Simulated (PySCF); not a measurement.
**Run report: C8H16Si, geometry relaxation**

- system: C8H16Si
- method: PBE0-D3(BJ)/def2-SVP geometry optimisation, gas phase (PySCF 2.14.0)

It belongs to a series of runs on one base structure; here: constitutional isomer.

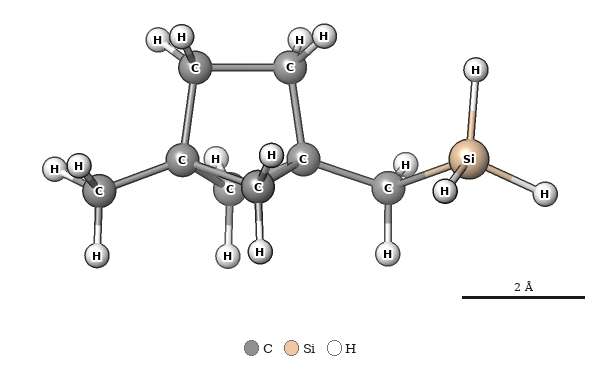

The input geometry (ball-and-stick view, seen at a tilt).

**Summary**

| quantity | value |
| --- | --- |
| outcome | converged |
| total energy | −603.158302 hartree |
| dipole moment | 0.93 D |
| point group | C1 |
| hardware | 1 CPU thread, shared host |
| wall time | 1.7 min |
| peak memory | 1.3 GiB |

**Input file**
```
{"job": {"xc": "PBE0", "basis": "def2-SVP", "d3": "d3bj", "grid": 1, "shake": 0.01, "kind": "geom"}, "charge": 0, "multiplicity": 1}
C     -2.771560    -0.911930     0.569190
C     -1.471810    -0.332920     0.109550
C     -1.478380     1.081630    -0.494350
C      0.083010     1.218420    -0.789540
C      0.522080    -0.158890    -0.294170
C      1.990240    -0.473330    -0.392090
Si     3.137080     0.613610     0.678290
C     -0.542380    -1.071890    -0.886210
C     -0.244490    -0.260220     1.065380
H     -3.230790    -0.248880     1.340140
H     -3.493680    -0.946690    -0.263900
H     -2.660130    -1.883780     0.985900
H     -1.838690     1.838420     0.218730
H     -2.090980     1.151870    -1.375530
H      0.251320     1.342690    -1.847450
H      0.512660     2.048170    -0.228390
H      2.142700    -1.511010    -0.102980
H      2.284770    -0.398000    -1.432220
H      2.733260     0.503830     2.086580
H      3.032720     2.021180     0.254100
H      4.487520     0.140110     0.511460
H     -0.407460    -2.145010    -0.633110
H     -0.771150    -0.966580    -1.964360
H     -0.061270    -1.198510     1.561570
H     -0.162190     0.559770     1.741850
```

The first line tells a small driver script what to run in PySCF; the rest is the geometry in Å.

Launched with:
```bash
OMP_NUM_THREADS=1 python <driver script> task.json out
```

**The program's output**
```
step   0  E = -603.14988138  max force = 0.038842
step   1  E = -603.15811975  max force = 0.006432
step   2  E = -603.15829167  max force = 0.001092
step   3  E = -603.15830192  max force = 0.000243
optimisation converged
```

**Trajectory as extended XYZ (Å, eV, eV/Å), 4 frames, from step=0 to step=3**
```
25
Properties=species:S:1:pos:R:3:forces:R:3 step=0 energy=-16412.54425
C    -2.7716   -0.9119    0.5692   -0.7201   1.7075  -0.2794
C    -1.4718   -0.3329    0.1095    0.0983   0.1405   0.1434
C    -1.4784    1.0816   -0.4944    1.3399  -0.0702   0.7706
C     0.0830    1.2184   -0.7895   -1.8234  -0.3890   0.6280
C     0.5221   -0.1589   -0.2942    0.6431   0.4550   0.6972
C     1.9902   -0.4733   -0.3921   -0.0540   0.3765   0.5488
Si    3.1371    0.6136    0.6783   -1.2092  -0.3162  -0.5901
C    -0.5424   -1.0719   -0.8862   -0.4931  -0.4128  -0.0594
C    -0.2445   -0.2602    1.0654   -0.2211  -0.3983  -1.9974
H    -3.2308   -0.2489    1.3401    0.1816  -0.3035  -0.2047
H    -3.4937   -0.9467   -0.2639    0.0088  -0.1537   0.0095
H    -2.6601   -1.8838    0.9859    0.1339  -1.2695   0.4870
H    -1.8387    1.8384    0.2187    0.0068   0.0015   0.0694
H    -2.0910    1.1519   -1.3755   -0.4542   0.0027  -0.8045
H     0.2513    1.3427   -1.8475    0.3516   0.2005  -0.7288
H     0.5127    2.0482   -0.2284    0.2887   0.2190   0.0620
H     2.1427   -1.5110   -0.1030    0.2178  -0.5168   0.1613
H     2.2848   -0.3980   -1.4322    0.3754   0.0587  -0.6702
H     2.7333    0.5038    2.0866   -0.0662   0.0040   0.5072
H     3.0327    2.0212    0.2541    0.0789   0.4120  -0.0548
H     4.4875    0.1401    0.5115    1.0707  -0.2650  -0.0520
H    -0.4075   -2.1450   -0.6331    0.0297   0.3259  -0.0043
H    -0.7712   -0.9666   -1.9644    0.0501  -0.0689   0.1061
H    -0.0613   -1.1985    1.5616    0.1487  -0.7252   0.4041
H    -0.1622    0.5598    1.7418    0.0172   0.9855   0.8510
25
Properties=species:S:1:pos:R:3:forces:R:3 step=1 energy=-16412.76843
C    -2.6709   -0.8124    0.8647    0.0818  -0.3307   0.1599
C    -1.3570   -0.2642    0.3822    0.0151  -0.0115  -0.0510
C    -1.3582    1.1423   -0.2319    0.0033   0.0317  -0.2237
C     0.1486    1.2750   -0.5777   -0.0528   0.0545  -0.0967
C     0.6484   -0.0873   -0.0717   -0.1099  -0.0024   0.0113
C     2.1173   -0.4108   -0.2135    0.0669  -0.0494  -0.1138
Si    3.2827    0.6718    0.8085    0.0999  -0.0598   0.0228
C    -0.4556   -1.0285   -0.6170    0.0251   0.0304   0.0360
C    -0.0994   -0.1948    1.2803    0.0552   0.0899   0.2429
H    -3.1025   -0.1701    1.6460   -0.0445   0.0560   0.0430
H    -3.3996   -0.8796    0.0428   -0.0284   0.0140  -0.0419
H    -2.5538   -1.8283    1.2951   -0.0192   0.2431  -0.1148
H    -1.7078    1.9027    0.4842    0.0183  -0.0003   0.0108
H    -2.0103    1.2017   -1.1248    0.1007  -0.0207   0.1473
H     0.3340    1.3983   -1.6607   -0.0112  -0.0013   0.1310
H     0.6353    2.1160   -0.0578   -0.0122  -0.0115  -0.0197
H     2.2984   -1.4611    0.0819    0.0156   0.0707   0.0090
H     2.4184   -0.3410   -1.2775   -0.0180   0.0110   0.0948
H     2.9322    0.5897    2.2607   -0.0023   0.0052  -0.0002
H     3.2291    2.1089    0.3996   -0.0199   0.0052  -0.0208
H     4.7002    0.2035    0.6450   -0.1004   0.0118  -0.0046
H    -0.2885   -2.0726   -0.3122   -0.0137  -0.0304  -0.0065
H    -0.7017   -0.9782   -1.6906   -0.0048  -0.0037  -0.0256
H     0.1021   -1.1501    1.7957   -0.0151   0.0778  -0.0460
H    -0.0103    0.6472    1.9990   -0.0296  -0.1796  -0.1435
25
Properties=species:S:1:pos:R:3:forces:R:3 step=2 energy=-16412.77311
C    -2.6701   -0.8149    0.8660    0.0038  -0.0562   0.0454
C    -1.3561   -0.2658    0.3816   -0.0195   0.0039  -0.0133
C    -1.3554    1.1410   -0.2351   -0.0109   0.0149  -0.0333
C     0.1478    1.2761   -0.5766   -0.0065  -0.0051  -0.0082
C     0.6468   -0.0870   -0.0698   -0.0018  -0.0191   0.0034
C     2.1177   -0.4085   -0.2120   -0.0029  -0.0107  -0.0317
Si    3.2820    0.6732    0.8084    0.0222  -0.0003   0.0135
C    -0.4546   -1.0297   -0.6167    0.0114   0.0124   0.0118
C    -0.1003   -0.1967    1.2827    0.0143   0.0322   0.0439
H    -3.1051   -0.1703    1.6472   -0.0005   0.0046  -0.0152
H    -3.3982   -0.8810    0.0415   -0.0051   0.0101  -0.0004
H    -2.5525   -1.8244    1.2925    0.0012   0.0330  -0.0197
H    -1.7042    1.9018    0.4811   -0.0003  -0.0027   0.0068
H    -2.0045    1.1986   -1.1240    0.0041  -0.0086   0.0180
H     0.3357    1.4005   -1.6553    0.0093   0.0012   0.0106
H     0.6318    2.1175   -0.0564    0.0021  -0.0042   0.0005
H     2.3038   -1.4554    0.0856    0.0045   0.0052   0.0100
H     2.4191   -0.3369   -1.2729    0.0013   0.0099   0.0101
H     2.9348    0.5947    2.2616   -0.0006   0.0051  -0.0009
H     3.2231    2.1085    0.3918   -0.0043   0.0015  -0.0035
H     4.6925    0.2021    0.6384   -0.0111  -0.0037  -0.0030
H    -0.2896   -2.0753   -0.3130   -0.0022  -0.0003  -0.0077
H    -0.7001   -0.9791   -1.6912    0.0006  -0.0021   0.0001
H     0.1012   -1.1504    1.7958   -0.0013   0.0010  -0.0153
H    -0.0147    0.6394    1.9990   -0.0078  -0.0220  -0.0218
25
Properties=species:S:1:pos:R:3:forces:R:3 step=3 energy=-16412.77339
C    -2.6704   -0.8175    0.8659    0.0021  -0.0017   0.0042
C    -1.3570   -0.2668    0.3811   -0.0018   0.0016  -0.0075
C    -1.3569    1.1401   -0.2361    0.0062   0.0040   0.0015
C     0.1470    1.2758   -0.5756   -0.0064  -0.0029   0.0005
C     0.6467   -0.0869   -0.0687   -0.0017  -0.0103   0.0033
C     2.1182   -0.4070   -0.2107   -0.0125  -0.0005  -0.0033
Si    3.2837    0.6757    0.8080    0.0005   0.0046   0.0023
C    -0.4538   -1.0296   -0.6166    0.0052   0.0001   0.0075
C    -0.1014   -0.1967    1.2834    0.0035   0.0015   0.0035
H    -3.1061   -0.1721    1.6459    0.0001   0.0020  -0.0039
H    -3.3989   -0.8828    0.0415   -0.0008   0.0036   0.0016
H    -2.5517   -1.8258    1.2913    0.0022  -0.0066   0.0006
H    -1.7067    1.8999    0.4808    0.0015   0.0000   0.0005
H    -2.0060    1.1960   -1.1241   -0.0033  -0.0018  -0.0054
H     0.3381    1.4007   -1.6533    0.0025   0.0038  -0.0052
H     0.6304    2.1167   -0.0542   -0.0009   0.0015   0.0031
H     2.3059   -1.4530    0.0887    0.0019  -0.0009   0.0034
H     2.4202   -0.3350   -1.2710    0.0016   0.0048  -0.0021
H     2.9379    0.6013    2.2618   -0.0006   0.0032  -0.0004
H     3.2243    2.1099    0.3874    0.0002   0.0001  -0.0004
H     4.6921    0.2015    0.6361    0.0019  -0.0032  -0.0009
H    -0.2887   -2.0754   -0.3142   -0.0015  -0.0022  -0.0033
H    -0.6986   -0.9786   -1.6914    0.0012  -0.0004  -0.0001
H     0.1004   -1.1507    1.7949   -0.0014  -0.0066  -0.0029
H    -0.0179    0.6384    1.9992    0.0002   0.0063   0.0033
```

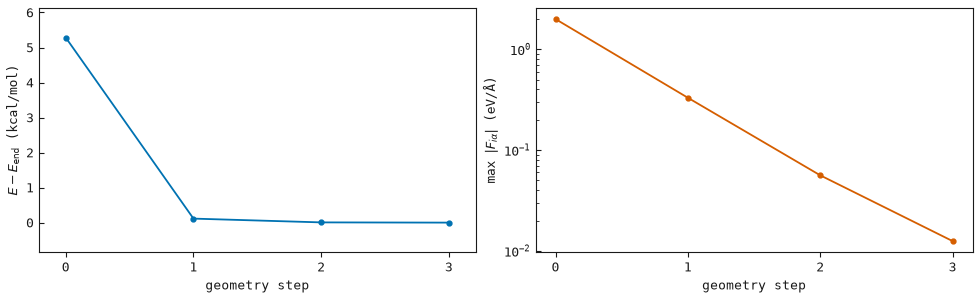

Progress of the relaxation, step by step (steps are counted from 0).

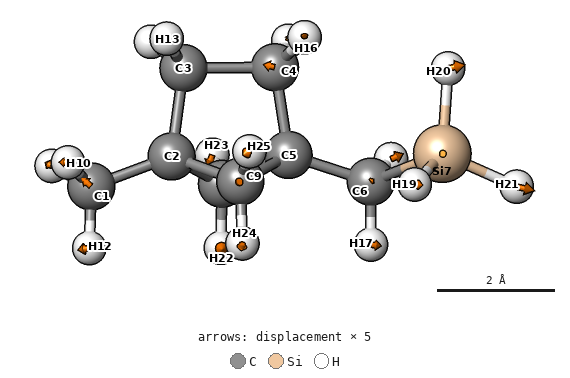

The starting structure with the displacements as orange arrows, magnified 5 times (ball-and-stick view, seen on its broad side). The two geometries are laid on each other by the best rigid fit. H21 moves most after the best rigid fit: 0.067 Å. Largest moves by element: H 0.067 Å, C 0.046 Å, Si 0.021 Å. Among the contacts that change: Si7–H21 1.441 → 1.496 Å, C3–C4 1.595 → 1.548 Å, C1–H12 1.063 → 1.101 Å, C9–H25 1.066 → 1.103 Å. Among the angles that change: H15–C4–H16 110.8° → 107.5°, C3–C4–H15 110.1° → 113.1°, C3–C4–H16 110.8° → 112.9°. After 3 geometry steps the energy has fallen by 5.28 kcal/mol. The largest force component goes from 2 to 0.013 eV/Å. (Atoms are counted from 1 in the order of the input.)
